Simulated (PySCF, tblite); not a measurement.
# C6H10ClFSi: geometry, infrared bands and NMR shifts

What infrared bands and NMR shifts should C6H10ClFSi (`C=CC[Si@H](CF)C(=C)Cl`) show?

Programs: tblite 0.8.0 and PySCF 2.14.0, with density-fitted response routines of our own. Each step states its level of theory. These are calculated values for one molecule in the gas phase, unless marked as measured. Atoms are numbered from 0 throughout.

## Step 1: The starting structure

19 atoms, charge 0, multiplicity 1; geometry from: force field or distance geometry start.

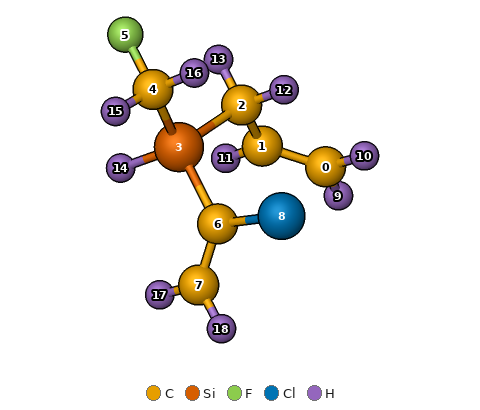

The starting geometry (carbon amber, silicon orange, fluorine green, chlorine blue, hydrogen purple), atoms numbered; sticks join atoms by distance.

## Step 2: Optimising the geometry with GFN2-xTB

Job settings and geometry (Å):

```
{"job": {"kind": "relax", "xc": "GFN2-xTB", "basis": "xTB"}, "charge": 0, "multiplicity": 1}
C      2.787400    -1.016700    -0.218300
C      1.981900    -0.028600    -0.679500
C      1.132200     0.820500     0.219600
Si    -0.741100     0.650000    -0.082000
C     -1.676100     1.829400     1.010000
F     -1.270800     3.100300     0.720300
C     -1.276700    -1.126900     0.290700
C     -1.657500    -1.977200    -0.664400
Cl    -1.270900    -1.714600     1.948100
H      3.387500    -1.594300    -0.897200
H      2.833100    -1.265900     0.835900
H      1.974500     0.179000    -1.736100
H      1.321600     0.616600     1.283400
H      1.399200     1.871800     0.044800
H     -1.034500     0.928000    -1.509000
H     -2.755100     1.783800     0.834600
H     -1.490600     1.656000     2.068900
H     -1.688300    -1.705400    -1.717700
H     -1.965600    -2.996500    -0.430000
```

Command:

```
OMP_NUM_THREADS=1 python probes_run.py task.json out
```

One launch serves the whole session: the jobs run in the order shown.

Output:

```text
step      E/eV     max force
  0    -785.57633    2.183
  1    -785.64512    1.773
  2    -785.68663    0.358
  3    -785.69999    0.268
  4    -785.70972    0.252
  5    -785.71607    0.210
  6    -785.72192    0.170
  7    -785.72540    0.145
  8    -785.72762    0.146
  9    -785.72967    0.130
 10    -785.73165    0.103
 11    -785.73306    0.081
 12    -785.73394    0.061
 13    -785.73455    0.064
 14    -785.73513    0.070
 15    -785.73569    0.069
 16    -785.73627    0.060
 17    -785.73696    0.089
 18    -785.73775    0.107
 19    -785.73851    0.097
 20    -785.73914    0.067
 21    -785.73972    0.055
 22    -785.74034    0.068
 23    -785.74093    0.056
 24    -785.74134    0.043
 25    -785.74159    0.030
 26    -785.74180    0.036
 27    -785.74205    0.043
 28    -785.74231    0.038
 29    -785.74252    0.031
 30    -785.74267    0.027
 31    -785.74280    0.028
 32    -785.74293    0.026
 33    -785.74304    0.027
 34    -785.74314    0.024
 35    -785.74325    0.032
 36    -785.74337    0.037
 37    -785.74353    0.032
 38    -785.74369    0.035
 39    -785.74382    0.029
 40    -785.74393    0.022
 41    -785.74401    0.024
 42    -785.74409    0.024
 43    -785.74419    0.028
 44    -785.74430    0.032
 45    -785.74445    0.033
 46    -785.74463    0.032
 47    -785.74480    0.037
 48    -785.74494    0.036
 49    -785.74504    0.022
 50    -785.74510    0.019
 51    -785.74518    0.025
 52    -785.74529    0.038
 53    -785.74545    0.047
 54    -785.74565    0.039
 55    -785.74584    0.045
 56    -785.74602    0.042
 57    -785.74622    0.040
 58    -785.74645    0.045
 59    -785.74667    0.034
 60    -785.74687    0.036
 61    -785.74710    0.050
 62    -785.74738    0.056
 63    -785.74767    0.045
 64    -785.74787    0.029
 65    -785.74797    0.021
 66    -785.74806    0.030
 67    -785.74817    0.033
 68    -785.74827    0.044
 69    -785.74835    0.022
 70    -785.74842    0.017
 71    -785.74850    0.018
 72    -785.74858    0.022
 73    -785.74868    0.018
 74    -785.74876    0.018
 75    -785.74882    0.018
 76    -785.74887    0.014
 77    -785.74890    0.013
 78    -785.74892    0.013
 79    -785.74895    0.014
 80    -785.74897    0.014
 81    -785.74899    0.011
 82    -785.74900    0.008
```

It took 1.3 s on 1 thread of Arm Neoverse N1, shared host; peak memory 0.18 GiB.

Along the way: (not every step is listed)

| step | energy from step 0 (eV) | largest force (eV/Å) |
| --- | --- | --- |
| 0 | 0.0000 | 2.1827 |
| 1 | -0.0688 | 1.7726 |
| 2 | -0.1103 | 0.3577 |
| 3 | -0.1237 | 0.2683 |
| 4 | -0.1334 | 0.2523 |
| 5 | -0.1397 | 0.2104 |
| 6 | -0.1456 | 0.1696 |
| 7 | -0.1491 | 0.1448 |
| 8 | -0.1513 | 0.1456 |
| 14 | -0.1588 | 0.0701 |
| 20 | -0.1628 | 0.0668 |
| 26 | -0.1655 | 0.0362 |
| 32 | -0.1666 | 0.0256 |
| 38 | -0.1674 | 0.0349 |
| 44 | -0.1680 | 0.0318 |
| 50 | -0.1688 | 0.0190 |
| 56 | -0.1697 | 0.0422 |
| 62 | -0.1711 | 0.0563 |
| 68 | -0.1719 | 0.0440 |
| 74 | -0.1724 | 0.0178 |
| 77 | -0.1726 | 0.0130 |
| 78 | -0.1726 | 0.0125 |
| 79 | -0.1726 | 0.0141 |
| 80 | -0.1726 | 0.0144 |
| 81 | -0.1727 | 0.0108 |
| 82 | -0.1727 | 0.0085 |

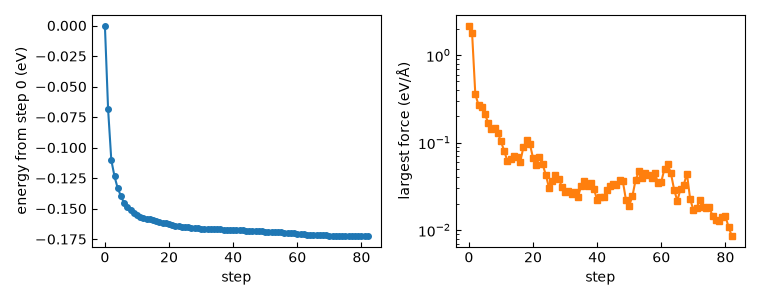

Energy and largest force along the relaxation.

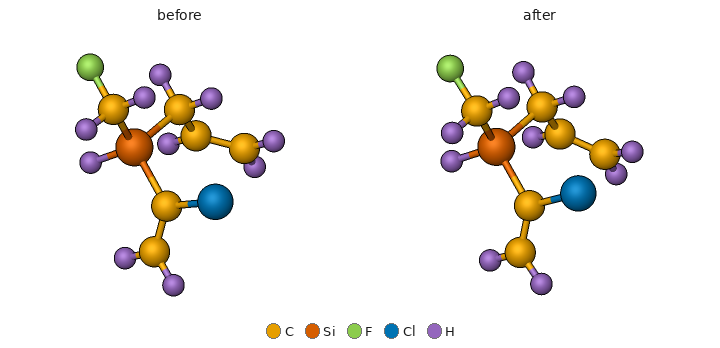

Before and after, at one scale.

Distances of close pairs at the start and the end, largest changes first:

| bond | before (Å) | after (Å) | change (Å) |
| --- | --- | --- | --- |
| Si3–C4 | 1.859 | 1.921 | +0.062 |
| C0–C1 | 1.356 | 1.320 | -0.035 |
| C6–Cl8 | 1.759 | 1.739 | -0.020 |
| C4–F5 | 1.365 | 1.381 | +0.016 |
| Si3–H14 | 1.483 | 1.467 | -0.016 |
| C7–H17 | 1.088 | 1.075 | -0.013 |
| C6–C7 | 1.334 | 1.321 | -0.013 |
| C7–H18 | 1.090 | 1.078 | -0.013 |

The next job starts from the end point, and lists it.

## Step 3: Harmonic vibrations with GFN2-xTB

Job settings and geometry (Å):

```
{"job": {"kind": "ir", "xc": "GFN2-xTB", "basis": "xTB"}, "charge": 0, "multiplicity": 1}
C      2.598489    -1.100364    -0.223993
C      2.014513     0.007215    -0.642911
C      1.180329     0.894673     0.216937
Si    -0.678561     0.682262    -0.164961
C     -1.701574     1.796921     1.019397
F     -1.428511     3.127095     0.765961
C     -1.188720    -1.106819     0.207617
C     -1.595932    -2.025426    -0.650628
Cl    -1.043480    -1.519599     1.890486
H      3.182599    -1.722393    -0.880015
H      2.516703    -1.429491     0.798990
H      2.106286     0.313678    -1.676315
H      1.365734     0.664942     1.268027
H      1.457640     1.936771     0.050246
H     -1.015288     0.995530    -1.557897
H     -2.778287     1.673181     0.882755
H     -1.464437     1.631369     2.073133
H     -1.687108    -1.778321    -1.693293
H     -1.850200    -3.031974    -0.361385
```

Output:

```text
mode    cm-1     km/mol
  1      19.4      0.64
  2      37.0      0.83
  3      42.6      3.46
  4      54.9      3.24
  5      82.2      2.87
  6     109.5      0.22
  7     130.1      0.56
  8     203.4      3.09
  9     264.0     10.27
 10     273.2      4.16
 11     346.6     18.23
 12     379.3      9.68
 13     411.5      2.97
 14     525.2      7.05
 15     584.9      1.85
 16     614.0     86.36
 17     638.1    102.15
 18     681.7      2.46
 19     707.6     58.04
 20     737.8      9.81
 21     767.9     30.18
 22     786.0     77.43
 23     802.7    139.41
 24     887.1     13.28
 25     893.2     33.72
 26     953.8     14.88
 27    1019.2     10.01
 28    1027.0     54.30
 29    1046.9     39.91
 30    1073.8     10.45
 31    1176.6     39.06
 32    1199.2     14.61
 33    1207.1     21.21
 34    1274.3      1.92
 35    1295.6      7.68
 36    1380.2      7.01
 37    1410.0      5.32
 38    1438.6      1.80
 39    1445.2      5.69
 40    1656.3     18.71
 41    1711.1     26.27
 42    2242.3    303.34
 43    2955.4     30.92
 44    2961.2     22.98
 45    2972.8     31.75
 46    2976.9     16.15
 47    3058.2     38.82
 48    3095.4      4.32
 49    3100.4     19.78
 50    3128.3     51.06
 51    3132.6     19.63
```

Wall time 1.6 s (1 thread of Arm Neoverse N1, shared host); peak memory 0.18 GiB.

The strongest bands and the atoms that carry them (share of the mass-weighted mode):

| cm⁻¹ | km/mol | atoms |
| --- | --- | --- |
| 614 | 86.4 | H14 60 %, H15 11 % |
| 638 | 102.2 | H14 61 %, Si3 11 % |
| 708 | 58.0 | C4 30 %, Si3 28 % |
| 786 | 77.4 | C2 24 %, H12 21 %, Si3 13 % |
| 803 | 139.4 | Si3 21 %, C2 19 %, H13 16 %, C6 10 % |
| 1027 | 54.3 | C4 52 %, F5 39 % |
| 2242 | 303.3 | H14 97 % |
| 3128 | 51.1 | H9 65 %, H10 23 % |

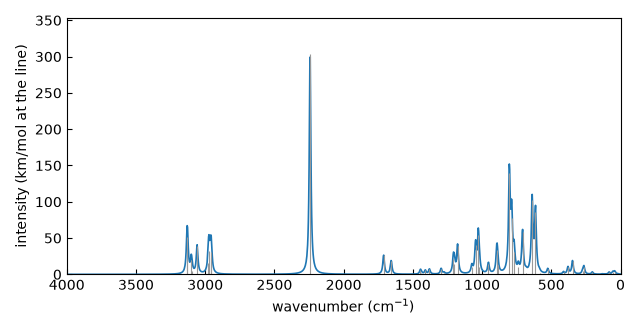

The infrared spectrum from these modes, unscaled. Lines are broadened to a width of 14 cm⁻¹ (Lorentzian).

## Step 4: Shielding tensors: PBE0/pcSseg-1

Settings changed since step 3:

```diff
@@ -1,2 +1,2 @@
-{"job": {"kind": "ir", "xc": "GFN2-xTB", "basis": "xTB"}, "charge": 0, "multiplicity": 1}
+{"job": {"kind": "nmr", "xc": "PBE0", "basis": "pcSseg-1"}, "charge": 0, "multiplicity": 1}
 C      2.598489    -1.100364    -0.223993
```

Level: GIAO PBE0/pcSseg-1 NMR shielding, non-relativistic, gas phase.

Output:

```text
coarse grid: 17056 points
cycle   1  E = -1083.2911587300  dE =  8.895e-01  |g| = 5.819e-01  |ddm| = 3.944e+00
cycle   2  E = -1083.2559637689  dE =  3.519e-02  |g| = 7.508e-01  |ddm| = 9.963e-01
cycle   3  E = -1083.3611422075  dE = -1.052e-01  |g| = 1.036e-01  |ddm| = 5.990e-01
cycle   4  E = -1083.3631802415  dE = -2.038e-03  |g| = 4.451e-02  |ddm| = 1.224e-01
cycle   5  E = -1083.3636383387  dE = -4.581e-04  |g| = 1.407e-02  |ddm| = 4.478e-02
cycle   6  E = -1083.3636785907  dE = -4.025e-05  |g| = 3.964e-03  |ddm| = 1.208e-02
cycle   7  E = -1083.3636820691  dE = -3.478e-06  |g| = 7.156e-04  |ddm| = 3.697e-03
final grid: 156248 points
cycle   8  E = -1083.4234305146  dE = -4.705e-05  |g| = 9.204e-03  |ddm| = 2.735e-02
cycle   9  E = -1083.4234237991  dE =  6.715e-06  |g| = 1.084e-02  |ddm| = 1.568e-02
cycle  10  E = -1083.4234505886  dE = -2.679e-05  |g| = 1.308e-03  |ddm| = 8.698e-03
cycle  11  E = -1083.4234508401  dE = -2.515e-07  |g| = 3.676e-04  |ddm| = 1.180e-03
cycle  12  E = -1083.4234508648  dE = -2.475e-08  |g| = 1.150e-04  |ddm| = 3.444e-04
cycle  13  E = -1083.4234508679  dE = -3.078e-09  |g| = 4.067e-05  |ddm| = 1.332e-04
cycle  14  E = -1083.4234508683  dE = -3.870e-10  |g| = 7.477e-06  |ddm| = 3.796e-05
converged SCF energy = -1083.4234508683

GIAO shielding tensors (ppm)
atom      isotropic    diamagn.    paramagn.     s11        s22        s33       span
  0 C       64.510     254.018    -189.508    -48.813     84.954    157.390    206.203
  1 C       46.715     257.476    -210.761    -73.117     51.448    161.813    234.930
  2 C      164.266     253.887     -89.621    147.273    157.483    188.042     40.769
  3 Si     372.164     881.268    -509.104    350.372    372.767    393.353     42.981
  4 C      107.678     248.911    -141.233     59.615     82.817    180.603    120.988
  5 F      482.906     471.496      11.410    433.120    487.763    527.835     94.714
  6 C       36.485     263.930    -227.445    -74.597     56.017    128.036    202.633
  7 C       49.080     253.033    -203.953    -73.130     72.992    147.379    220.509
  8 Cl     701.540    1148.704    -447.164    460.990    685.137    958.492    497.502
  9 H       26.449      29.055      -2.606     23.287     25.713     30.347      7.060
 10 H       26.282      32.055      -5.773     22.332     25.920     30.594      8.262
 11 H       25.703      31.586      -5.883     23.450     25.467     28.191      4.740
 12 H       29.515      32.826      -3.311     27.102     28.300     33.144      6.042
 13 H       29.542      30.632      -1.090     24.927     28.377     35.322     10.395
 14 H       27.148      30.674      -3.525     24.386     24.975     32.084      7.697
 15 H       26.704      28.730      -2.026     22.165     27.676     30.271      8.106
 16 H       26.557      29.850      -3.293     21.545     27.094     31.033      9.487
 17 H       25.709      31.988      -6.279     21.641     24.630     30.856      9.216
 18 H       25.427      30.271      -4.843     21.220     24.247     30.815      9.596
```

Wall time 83 s (1 thread of Arm Neoverse N1, shared host); peak memory 1.1 GiB.

Shifts follow as δ = σ(reference) − σ, with reference shieldings (ppm) from runs at the same level and on the same kind of geometry: 1H TMS 31.72, 13C TMS 186.9, 29Si TMS 349.2, 19F CFCl3 170.9, 35Cl HCl 950. The references are single molecules in the gas phase, so shifts against H2O, NH3, PH3, H3PO4 or CFCl3 are not on the usual liquid scales and can be off by tens of ppm.

| atoms | environment | σ (ppm) | δ (ppm) | δ scaled to CDCl3 |
| --- | --- | --- | --- | --- |
| C6 | fully substituted alkene carbon | 36.5 | 150.4 | 144.9 |
| C1 | alkene CH | 46.7 | 140.2 | 134.9 |
| C7 | terminal =CH2 carbon | 49.1 | 137.8 | 132.6 |
| C0 | terminal =CH2 carbon | 64.5 | 122.4 | 117.6 |
| C4 | sp3 CH2 bonded to F and Si | 107.7 | 79.2 | 75.4 |
| C2 | allylic sp3 CH2 bonded to Si | 164.3 | 22.7 | 20.2 |
| H18 | hydrogen on a terminal =CH2 carbon | 25.43 | 6.29 | 6.04 |
| H11 | hydrogen on an alkene CH | 25.70 | 6.01 | 5.78 |
| H17 | hydrogen on a terminal =CH2 carbon | 25.71 | 6.01 | 5.77 |
| H10 | hydrogen on a terminal =CH2 carbon | 26.28 | 5.44 | 5.23 |
| H9 | hydrogen on a terminal =CH2 carbon | 26.45 | 5.27 | 5.07 |
| H16 | hydrogen on an sp3 CH2 bonded to F and Si | 26.56 | 5.16 | 4.97 |
| H15 | hydrogen on an sp3 CH2 bonded to F and Si | 26.70 | 5.01 | 4.83 |
| H14 | hydrogen on a silicon bonded to 3 C | 27.15 | 4.57 | – |
| H12 | hydrogen on an allylic sp3 CH2 bonded to Si | 29.52 | 2.20 | 2.18 |
| H13 | hydrogen on an allylic sp3 CH2 bonded to Si | 29.54 | 2.17 | 2.16 |
| Si3 | silicon bonded to 3 C, H | 372.2 | -23.0 | – |
| F5 | fluorine on an sp3 carbon | 482.9 | -312.0 | – |
| Cl8 | chlorine bonded to C | 702 | 248 | – |

The scaled column applies a straight-line fit of computed shieldings to shifts measured in CDCl3, with any fitted terms for Cl, Br or S neighbours, and one for carbons that bear F (root-mean-square error 0.16 ppm for H, 1.9 ppm for C).

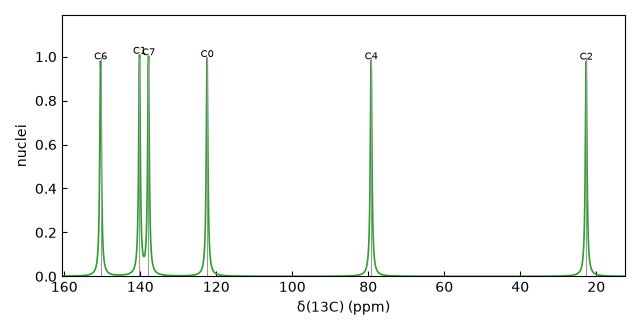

13C lines at the computed shifts, without couplings. Lines are broadened to a width of 0.51 ppm (Lorentzian).

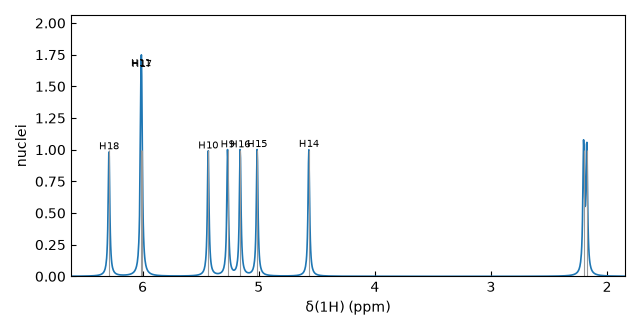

1H lines at the computed shifts, without couplings. Lines are broadened to a width of 0.02 ppm (Lorentzian).

The run also stored atomic charges by several schemes (e):

| atoms | Mulliken | IAO | Hirshfeld | ESP fit |
| --- | --- | --- | --- | --- |
| C0 | -0.15 | -0.33 | -0.11 | -0.46 |
| C1 | -0.26 | -0.13 | -0.04 | -0.10 |
| C2 | -0.47 | -0.54 | -0.15 | -0.27 |
| Si3 | 0.90 | 0.91 | 0.36 | 0.50 |
| C4 | -0.13 | -0.24 | -0.07 | -0.17 |
| F5 | -0.35 | -0.33 | -0.13 | -0.21 |
| C6 | -0.51 | -0.27 | -0.07 | -0.19 |
| C7 | -0.06 | -0.30 | -0.10 | -0.28 |
| Cl8 | -0.09 | -0.05 | -0.02 | -0.07 |

IAO charges:

C0 -0.33; C1 -0.13; C2 -0.54; Si3 0.91; C4 -0.24; F5 -0.33; C6 -0.27; C7 -0.30; Cl8 -0.05; H9 0.15; H10 0.14; H11 0.14; H12 0.16; H13 0.16; H14 -0.12; H15 0.15; H16 0.15; H17 0.16; H18 0.17

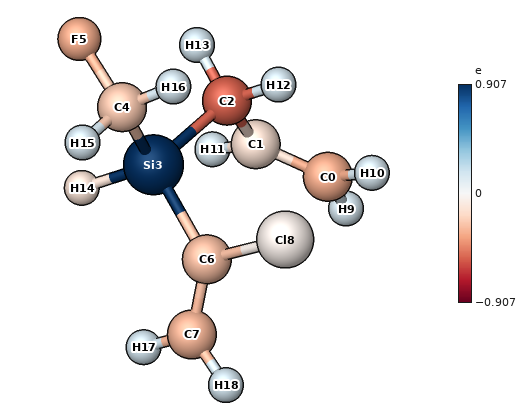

IAO charges, as colours on the atoms.

Mayer bond orders: C0–C1 1.98, C1–C2 1.04, C2–Si3 0.92, Si3–C4 0.92, C4–F5 0.84, Si3–C6 0.74, C6–C7 1.96, C6–Cl8 1.02.

## Step 5: What came out

| quantity | value |
| --- | --- |
| strongest single infrared mode (GFN2-xTB) | 2242 cm⁻¹, 303 km/mol |
| zero-point energy (GFN2-xTB) | 87.1 kcal/mol |
| 13C shifts against TMS (PBE0/pcSseg-1) | 150.4, 140.2, 137.8, 122.4, 79.2, 22.7 ppm |
| 1H shifts against TMS (PBE0/pcSseg-1) | 6.29, 6.01, 6.01, 5.44, 5.27, 5.16, 5.01, 4.57, 2.20, 2.17 ppm |
| 29Si shifts against TMS (PBE0/pcSseg-1) | -23.0 ppm |
| 19F shifts against CFCl3 (PBE0/pcSseg-1) | -312.0 ppm |
| 35Cl shifts against HCl (PBE0/pcSseg-1) | 248 ppm |

What this shows: Relaxing lowered the energy by 0.173 eV in 82 steps; the close pair that moved most is Si3–C4, from 1.859 to 1.921 Å. All 51 modes are real, so the xTB geometry is a minimum. The strongest single mode, at 2242 cm⁻¹, moves mainly H14. GFN2-xTB is a fitted tight-binding method: band positions and strengths are rough. Its intensities can rank the bands wrongly. At PBE0/pcSseg-1: The widest tensor belongs to Cl8: span 498 ppm, with a paramagnetic part of -447 ppm.
